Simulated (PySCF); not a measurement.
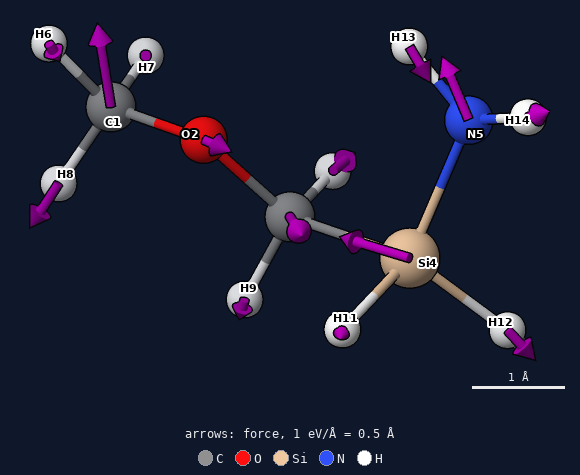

Starting geometry of C₂H₉NOSi with the computed forces as purple arrows. A ball-and-stick model, seen at a tilt.

The start comes from GFN2-xTB. Its atoms were then displaced at random by about 0.01 Å.

Theory: PySCF, PBE0-D3(BJ)/def2-SVP geometry optimisation, gas phase. 

> Is this structure relaxed? If not, where do the atoms go?

It isn't relaxed: the largest force vector, on the Si atom, is 2.01 eV/Å. The final displacements have little in common with the starting forces (cosine between the two patterns 0.25). The energy falls by 17.6 kJ/mol in 5 geometry steps. The atom that moves furthest after the best rigid fit is an H atom (0.16 Å). By element the largest moves are H 0.16 Å, N 0.08 Å, C 0.07 Å, Si 0.04 Å, O 0.02 Å. Among the contacts that change: C–Si 1.957 → 1.892 Å, H–Si 1.448 → 1.496 Å, C–H 1.073 → 1.108 Å, N–Si 1.702 → 1.732 Å. Among the angles between lasting bonds that change: H–Si–H 110.8° → 107.2°, Si–N–H 117.7° → 114.4°, C–Si–H 105.9° → 108.4°.
